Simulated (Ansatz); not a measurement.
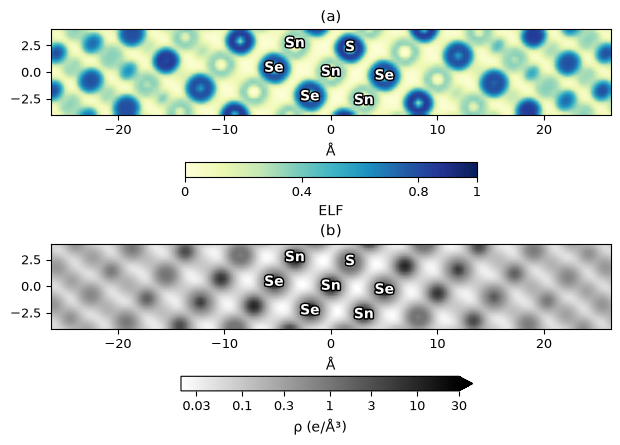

Figure. Sn5Se3S2. (a) electron localisation function; (b) valence pseudo-density on the (111) plane of the conventional cell.

Space group R-3m; a structure generated by program, which may or may not match a known phase.

Method: DFT r2SCAN, scalar-relativistic, plane waves, PAW in Ansatz.

```
Sn Se S
1.0
     4.22732    0.00000    0.00000
    -2.11366    3.66097    0.00000
     0.00000    0.00000   51.73200
Sn Se S
15 9 6
Direct
  0.00000 0.00000 0.09786
  0.66667 0.33333 0.43119
  0.33333 0.66667 0.76453
  0.66667 0.33333 0.03442
  0.33333 0.66667 0.36775
  0.00000 0.00000 0.70109
  0.00000 0.00000 0.29891
  0.66667 0.33333 0.63225
  0.33333 0.66667 0.96558
  0.66667 0.33333 0.23547
  0.33333 0.66667 0.56881
  0.00000 0.00000 0.90214
  0.33333 0.66667 0.16667
  0.00000 0.00000 0.50000
  0.66667 0.33333 0.83333
  0.00000 0.00000 0.00000
  0.66667 0.33333 0.33333
  0.33333 0.66667 0.66667
  0.00000 0.00000 0.20106
  0.66667 0.33333 0.53439
  0.33333 0.66667 0.86773
  0.66667 0.33333 0.13227
  0.33333 0.66667 0.46561
  0.00000 0.00000 0.79894
  0.33333 0.66667 0.06617
  0.00000 0.00000 0.39950
  0.66667 0.33333 0.73284
  0.33333 0.66667 0.26716
  0.00000 0.00000 0.60050
  0.66667 0.33333 0.93383
```

> Read the bonding off the picture.

Atoms in the plane: Sn, Se and S.
Atoms just off the plane (Sn, 0.3 Å away, Se, 0.5 Å away and S, 0.3 Å away) can leave unmarked features too.
Sn–S (2.94 Å): ρ is about 0.23 e/Å³ halfway; the ELF peaks at about 0.85 in the valence shell of S, 0.8 Å from its nucleus, and drops to about 0.30 between the two atoms.
Sn–Se (3.02 Å): ρ at the midpoint is about 0.23 e/Å³; the ELF is about 0.40 at the midpoint and 0.30 at its lowest between the atoms.
Between the atoms the lowest density in this plane is 0.02 e/Å³.

> What Bader charges does the calculation give?

Electrons move from Sn towards Se and S. Bader charges: Sn +0.93 to +0.99, Se −0.93 and S −1.05 e.
